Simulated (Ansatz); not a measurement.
**ClH3OSn: harmonic frequencies at the relaxed geometry from a Python script**

At which frequencies does ClH3OSn vibrate? A script is to give harmonic frequencies at the relaxed geometry; the system is ClH3OSn. SMILES: [OH][SnH2][Cl].

Computed with Ansatz 0.2.0 through its Python package. Level of theory: B3LYP/def2-SVP.

### 1 The structure

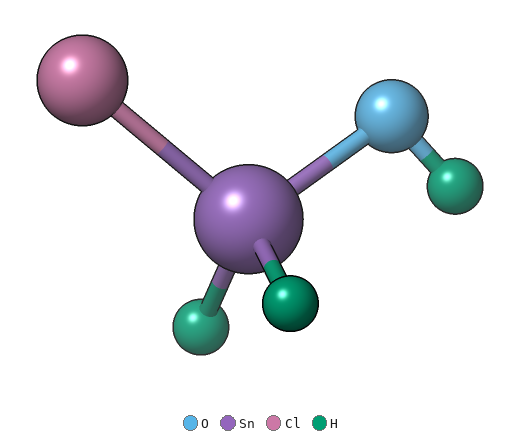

The starting structure, viewed from a chosen angle; oxygen blue, tin purple, chlorine pink, hydrogen teal.

No structure file is read: the coordinates are typed or built in the script.

### 2 The script

Input file clh3osn.py:

```python
# -*- coding: utf-8 -*-
"""Vibrations of ClH3OSn."""

from dataclasses import dataclass
import itertools

import ansatz as az
from ase import Atoms
from ase.data import atomic_numbers, covalent_radii
from ase.thermochemistry import IdealGasThermo
import numpy as np


@dataclass(frozen=True)
class Options:
    basis: str = "def2-SVP"
    functional: str = "B3LYP"


opts = Options()

GEOMETRY = """
O    -1.09370   -1.08640   -0.45970
Sn    0.29960    0.17060    0.12650
Cl    2.07700   -1.09690    0.92900
H    -1.78140   -0.42550   -0.79960
H     0.84090    1.14410   -1.24010
H    -0.30040    1.23010    1.39780
"""

geometry = az.Crystal.molecule()
for line in GEOMETRY.strip().splitlines():
    symbol, *xyz = line.split()
    geometry = geometry.atom(symbol, [float(v) for v in xyz])

job = (
    geometry.calculation()
    .basis(gaussian=opts.basis)
    .functional(opts.functional)
)
symbols = [site.symbol for site in geometry.cartesian_sites]
start = np.array([site.position_ang for site in geometry.cartesian_sites], dtype=float)
def progress(event):
    if event["event"] == "relax_step":
        row = event["data"]
        print(f"step {row['step']:3d}  E = {row['lagrangian_ev']:.6f} eV  largest force component {row['allowed_force_max_ev_ang']:.4f} eV/A")


rep = job.relax(force_tolerance=0.003, max_steps=100).session().plan().execute(on_event=progress).report
end = np.array(rep["positions_ang"])

# pairs closer than 1.2 times the sum of covalent radii, before or after
radius = [covalent_radii[atomic_numbers[s]] for s in symbols]
span = lambda where, i, j: np.linalg.norm(where[i] - where[j])
bonded = [(i, j) for i, j in itertools.combinations(range(len(symbols)), 2) if min(span(start, i, j), span(end, i, j)) < 1.2 * (radius[i] + radius[j])]
print("pair        before    after (A)")
for i, j in bonded:
    print(f"{symbols[i]}{i}-{symbols[j]}{j}".ljust(10), f"{span(start, i, j):8.4f} {span(end, i, j):8.4f}")

# frequencies need a stationary point, so they are taken at the relaxed geometry
minimum = az.Crystal.molecule()
for symbol, place in zip(symbols, end):
    minimum = minimum.atom(symbol, place.tolist())
vibrating = (
    minimum.calculation()
    .basis(gaussian=opts.basis)
    .functional(opts.functional)
    .phonons(temperatures=(200, 600, 100))
)
vib = vibrating.run(threads=1, backend="cpu").report["vibrations"]
sums = vib["harmonic_sums"]
modes = [m["omega_inv_cm"] for m in sums["modes_at_gamma"] if m["rigid_motion"] == "no"]
for number, w in enumerate(modes, start=1):
    print(f"mode {number:2d} {w:9.1f} 1/cm {w / 8065.544 * 1000:8.2f} meV")
print("imaginary modes:", sum(w < 0 for w in modes), " zero-point energy:", round(sums["zero_point_energy_ev"], 4), "eV")
# rigid rotor and ideal gas, symmetry number taken as one
gas = IdealGasThermo(vib_energies=[w / 8065.544 for w in modes if w > 0], geometry="linear" if len(modes) == 3 * len(symbols) - 5 else "nonlinear",
                     atoms=Atoms(symbols, positions=end), symmetrynumber=1, spin=0.0)
print(f"H(298 K) - E = {gas.get_enthalpy(298.15, verbose=False):.4f} eV")
print(f"S(298 K, 1 bar) = {96485.33 * gas.get_entropy(298.15, 1e5, verbose=False):.1f} J/(mol K) with symmetry number 1")
```

### 3 What the engine is handed

The engine receives this input (first run):

```yaml
crystal:
  periodic: [false, false, false]
  atoms:
    - { symbol: O, position_ang: [-1.0937, -1.0864, -0.4597] }
    - { symbol: Sn, position_ang: [0.2996, 0.1706, 0.1265] }
    - { symbol: Cl, position_ang: [2.077, -1.0969, 0.929] }
    - { symbol: H, position_ang: [-1.7814, -0.4255, -0.7996] }
    - { symbol: H, position_ang: [0.8409, 1.1441, -1.2401] }
    - { symbol: H, position_ang: [-0.3004, 1.2301, 1.3978] }
basis:
  gaussian:
    orbitals: def2-SVP
hamiltonian:
  xc: b3lyp
relax:
  f_tol: 0.003
  max_steps: 100
```

### 4 Launch

On the command line:

```sh
$ python clh3osn.py
```

What it wrote:

```text
step   1  E = -20447.431368 eV  largest force component 1.6629 eV/A
step   2  E = -20447.549461 eV  largest force component 1.2257 eV/A
step   3  E = -20447.591052 eV  largest force component 0.6590 eV/A
step   4  E = -20447.600469 eV  largest force component 0.0461 eV/A
step   5  E = -20447.600967 eV  largest force component 0.0205 eV/A
step   6  E = -20447.601560 eV  largest force component 0.1133 eV/A
step   7  E = -20447.598064 eV  largest force component 0.5925 eV/A
step   8  E = -20447.603218 eV  largest force component 0.1208 eV/A
step   9  E = -20447.604457 eV  largest force component 0.4092 eV/A
step  10  E = -20447.625126 eV  largest force component 0.1790 eV/A
step  11  E = -20447.661972 eV  largest force component 0.2846 eV/A
step  12  E = -20447.695507 eV  largest force component 0.1724 eV/A
step  13  E = -20447.691307 eV  largest force component 0.9608 eV/A
step  14  E = -20447.701878 eV  largest force component 0.2019 eV/A
step  15  E = -20447.709254 eV  largest force component 0.0531 eV/A
step  16  E = -20447.710184 eV  largest force component 0.0740 eV/A
step  17  E = -20447.711778 eV  largest force component 0.0187 eV/A
step  18  E = -20447.712185 eV  largest force component 0.0123 eV/A
step  19  E = -20447.712244 eV  largest force component 0.0049 eV/A
step  20  E = -20447.712251 eV  largest force component 0.0009 eV/A
pair        before    after (A)
O0-Sn1       1.9660   1.9877
O0-H3        1.0125   0.9678
Sn1-Cl2      2.3259   2.3747
Sn1-H4       1.7630   1.7165
Sn1-H5       1.7603   1.7066
mode  1     135.6 1/cm    16.82 meV
mode  2     206.5 1/cm    25.60 meV
mode  3     363.6 1/cm    45.08 meV
mode  4     430.2 1/cm    53.33 meV
mode  5     518.0 1/cm    64.22 meV
mode  6     618.4 1/cm    76.67 meV
mode  7     656.4 1/cm    81.38 meV
mode  8     670.7 1/cm    83.16 meV
mode  9     855.1 1/cm   106.02 meV
mode 10    1911.5 1/cm   237.00 meV
mode 11    1957.4 1/cm   242.68 meV
mode 12    3825.1 1/cm   474.26 meV
imaginary modes: 0  zero-point energy: 0.7531 eV
H(298 K) - E = 0.9247 eV
S(298 K, 1 bar) = 319.7 J/(mol K) with symmetry number 1
```

Run time: 2.7 min. Hardware: 1 thread of Intel Xeon Platinum 8488C (Sapphire Rapids), shared host; peak memory 0.28 GiB.

### 5 Inputs of later runs

The engine's inputs for the other runs:

Run 2, against run 1:

```diff
@@ -4,6 +4,6 @@
-    - { symbol: O, position_ang: [-1.0937, -1.0864, -0.4597] }
-    - { symbol: Sn, position_ang: [0.2996, 0.1706, 0.1265] }
-    - { symbol: Cl, position_ang: [2.077, -1.0969, 0.929] }
-    - { symbol: H, position_ang: [-1.7814, -0.4255, -0.7996] }
-    - { symbol: H, position_ang: [0.8409, 1.1441, -1.2401] }
-    - { symbol: H, position_ang: [-0.3004, 1.2301, 1.3978] }
+    - { symbol: O, position_ang: [-1.4494927092598975, -0.5485310295163511, -0.2774612313126562] }
+    - { symbol: Sn, position_ang: [0.24468162513918484, 0.3918331865888589, 0.16579936088756736] }
+    - { symbol: Cl, position_ang: [1.8816579360757792, -1.2513095165325225, 0.6754526058047688] }
+    - { symbol: H, position_ang: [-1.352309895616308, -1.1820217573113017, -1.002697138256596] }
+    - { symbol: H, position_ang: [0.8413927918943165, 1.2582106008727263, -1.1904933473818997] }
+    - { symbol: H, position_ang: [-0.12392974823307609, 1.2678185158985902, 1.5832997502588153] }
@@ -15,3 +15,5 @@
-relax:
-  f_tol: 0.003
-  max_steps: 100
+phonons:
+  temperatures:
+    t_min: 200.0
+    t_max: 600.0
+    t_step: 100.0
```

Lines on the test bed's own set-up are left out of the output.

A comment line of the script is reworded here; the code is as run.

### 6 What each run gave

The 2 runs, in the order started:

```tsv
run	kind of run	energy from run 1 (eV)	SCF cycles in all	CPU time (s)
1	relaxation	0.0000	165	73
2	phonons	0.0000	231	86
```

### 7 The relaxation of run 1, step by step

Step by step:

| step | energy from step 1 (eV) | largest force component (eV/Å) |
| --- | --- | --- |
| 1 | 0.0000 | 1.6629 |
| 2 | -0.1181 | 1.2257 |
| 3 | -0.1597 | 0.6590 |
| 4 | -0.1691 | 0.0461 |
| 5 | -0.1696 | 0.0205 |
| 6 | -0.1702 | 0.1133 |
| 7 | -0.1667 | 0.5925 |
| 8 | -0.1718 | 0.1208 |
| 9 | -0.1731 | 0.4092 |
| 10 | -0.1938 | 0.1790 |
| 11 | -0.2306 | 0.2846 |
| 12 | -0.2641 | 0.1724 |
| 13 | -0.2599 | 0.9608 |
| 14 | -0.2705 | 0.2019 |
| 15 | -0.2779 | 0.0531 |
| 16 | -0.2788 | 0.0740 |
| 17 | -0.2804 | 0.0187 |
| 18 | -0.2808 | 0.0123 |
| 19 | -0.2809 | 0.0049 |
| 20 | -0.2809 | 0.0009 |

Step 1 is the start. Steps 7, 13 were tried and not accepted.

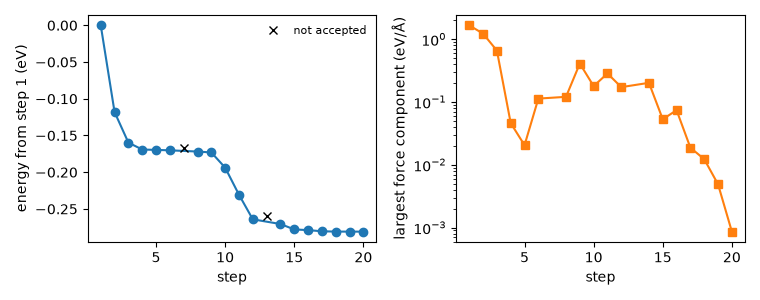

Energy and largest force along the relaxation.

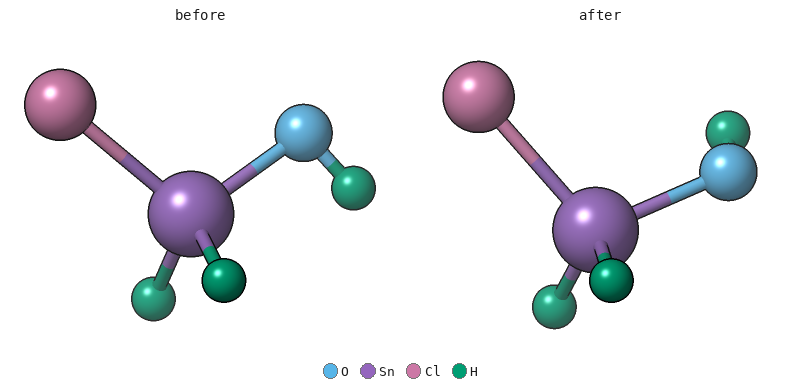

Before and after, at one scale.

Before: Bond lengths: O1–Sn2 1.966 Å, Sn2–Cl3 2.326 Å, O1–H4 1.013 Å, Sn2–H5 1.763 Å, Sn2–H6 1.760 Å. Angles: O1–Sn2–Cl3 107.2°, O1–Sn2–H5 109.8°, O1–Sn2–H6 111.0°, Cl3–Sn2–H5 109.5°, Cl3–Sn2–H6 109.8°, H5–Sn2–H6 109.4°, Sn2–O1–H4 99.4°.

After: Bond lengths: O1–Sn2 1.988 Å, Sn2–Cl3 2.375 Å, O1–H4 0.968 Å, Sn2–H5 1.716 Å, Sn2–H6 1.707 Å. Angles: O1–Sn2–Cl3 107.9°, O1–Sn2–H5 111.0°, O1–Sn2–H6 104.1°, Cl3–Sn2–H5 106.2°, Cl3–Sn2–H6 109.0°, H5–Sn2–H6 118.2°, Sn2–O1–H4 113.0°.

### 8 Harmonic frequencies

Frequencies (cm⁻¹; negative: imaginary): 136, 206, 364, 430, 518, 618, 656, 671, 855, 1912, 1957, 3825.

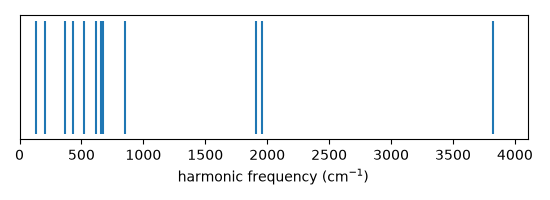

The harmonic frequencies as lines of equal height (no intensities).

### 9 Results

| quantity | value |
| --- | --- |
| runs compared | 2 |
| moves of the relaxation of run 1 | 17 |
| energy gained in run 1 | 0.281 eV |
| last largest force component of run 1 | 0.0009 eV/Å |
| highest frequency | 3825 cm⁻¹ |
| imaginary modes | 0 |
| zero-point energy | 0.753 eV |

In words: Run 1: The relaxation took 17 moves; the largest shift is 0.893 Å, of atom 4 (H). So large a move can change the bonding: the results belong to the relaxed structure. All frequencies are real, so the geometry is a minimum. The values are harmonic; measured fundamentals also hold anharmonic shifts, mostly downward for stretches. What to keep in mind:
- The frequencies are harmonic and unscaled, in a modest basis. The result belongs to the one conformer reached from this start, and soft torsions count as harmonic oscillators.
- def2 sets replace the cores of elements past krypton by effective core potentials.
- b3lyp holds the VWN-RPA fit, as in Gaussian; the form of ORCA and Turbomole is b3lyp5.
- The entropy takes a symmetry number of 1; a symmetric molecule's is lower by R ln(sigma).
